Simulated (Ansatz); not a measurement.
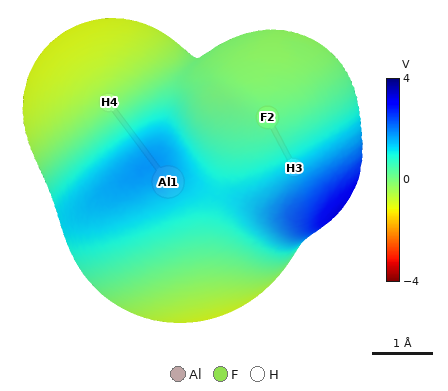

Figure 1: AlH···HF. The molecular electrostatic potential painted on the density surface at 0.002 e/bohr³, seen at a tilt; red is negative and blue positive.

Theory: RKS PBE/def2-SVP in Ansatz 0.2.0.

**Where is the surface potential most negative and most positive?**

The most negative region (about −1.0 V) lies over Al1 and H4, the most positive (about +3.2 V) over H3.
